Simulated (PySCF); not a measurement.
C₆H₇F₃OS

Input

```
{"job": {"kind": "nmr", "xc": "PBE0", "basis": "pcSseg-1"}, "charge": 0, "multiplicity": 1}
O     -0.649447     1.419560     1.938546
C     -0.690481     1.011396     0.811012
C     -1.837373     0.184759     0.270630
C     -1.372682    -1.175499    -0.236132
S     -0.190444    -1.009684    -1.610181
C      1.035997     0.086218    -0.822675
C      1.893472    -0.657680     0.197192
F      2.447374    -1.760979    -0.317664
F      2.908207     0.117052     0.616572
F      1.229412    -1.038073     1.294786
C      0.394372     1.330567    -0.208268
H     -2.570219     0.040985     1.066957
H     -2.305466     0.735494    -0.548747
H     -2.207804    -1.737284    -0.653206
H     -0.914839    -1.760771     0.559704
H      1.716296     0.370014    -1.632242
H     -0.058589     1.912420    -1.013739
H      1.163454     1.937823     0.275797
```

Launched as:

```sh
OMP_NUM_THREADS=1 python probes_run.py task.json out
```

Geometry: GFN2-xTB.

The calculation used PBE0/pcSseg-1, SCF density, gas phase, non-relativistic (PySCF 2.14.0).

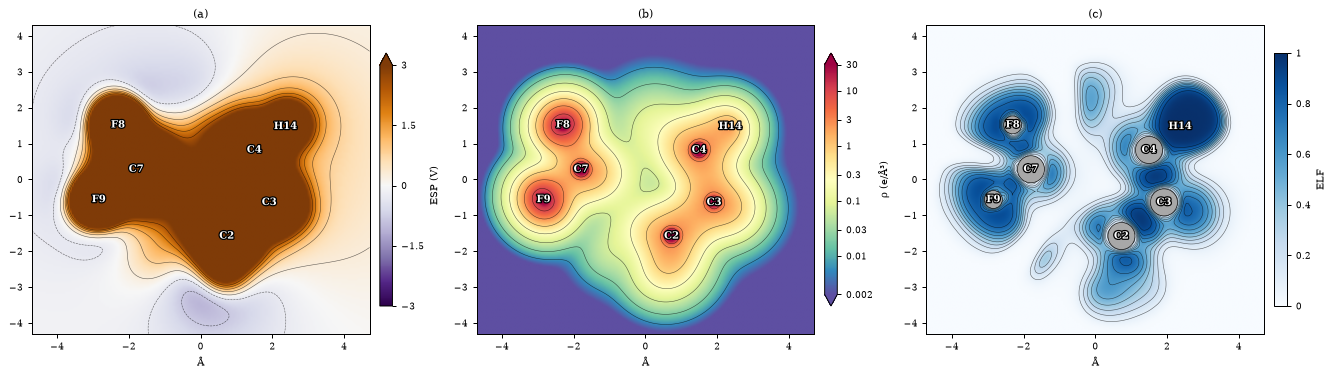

Figure 1. (a) electrostatic potential; (b) total electron density; (c) electron localisation function on the plane of atoms F8, C7 and F9. Grey discs cover the atomic cores in the ELF map.

Q: What do the fields say about this system?

A:
- The section cuts through C, F and H sites.
- C–F (1.34 Å): ρ at the midpoint is about 2.4 e/Å³; the ELF peaks at about 0.85 between the atoms (a shared but strongly polarised pair).
- C–C (1.51 Å): the density is about 1.7 e/Å³ at the midpoint; the ELF peaks at about 0.95 between the atoms (a covalent bond).
- C–H (1.09 Å): the density is about 2 e/Å³ at the midpoint; the ELF climbs to about 1 towards the hydrogen, as it does in any bond to H; a covalent bond by its length.
- The ELF also peaks beside F9 and F8, away from the bonds: lone-pair regions.
- Outside the dense part of the molecule the potential is most negative (−1.0 V) near O1, which lies off the plane.

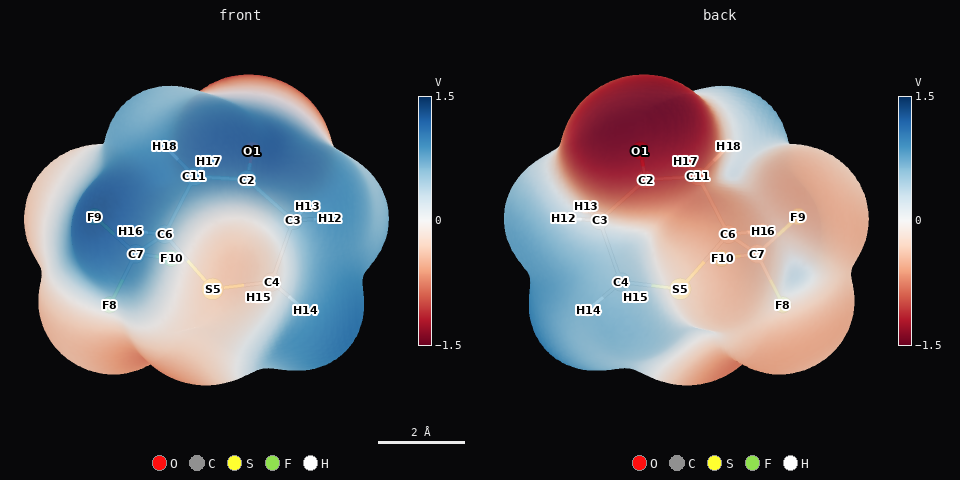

Figure 2. The electrostatic potential painted on the density surface at 0.001 e/bohr³, seen from the front and from behind; the colour scale runs from red (negative) to blue (positive).

Q: Where is the surface potential most negative and most positive?

A: The most negative region (about −1.4 V, or −32 kcal/mol for a unit charge) lies over O1, the most positive (about +1.2 V, or +28 kcal/mol for a unit charge) over H16. O1 is the likeliest acceptor of a hydrogen bond.

Q: What dipole moment does the calculation give?

A: Its dipole moment is 3.05 D.

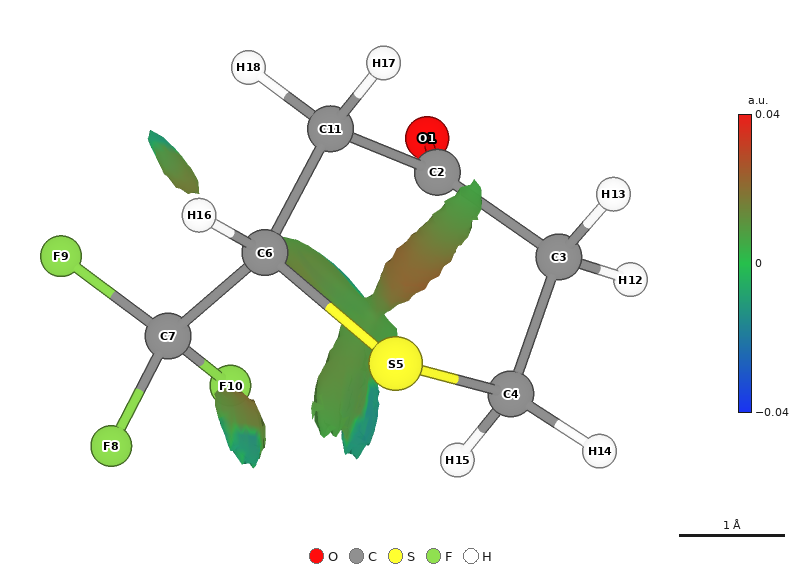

Figure 3. Non-covalent interaction (NCI) plot: the surface where the reduced density gradient is 0.6, for densities under 0.05 a.u., coloured by sign(λ₂)ρ; seen at a tilt.

Q: Which non-covalent interactions does the plot reveal?

A:
- Between S5 on one side and F8 and C7 on the other: a weak contact, attractive (blue-green) on one side and crowded (olive to red) on the other
- Between H15 and C4 on one side and F10 on the other: a weak contact (green)
- Near H18, F9 and C11: mostly steric crowding (olive to red)
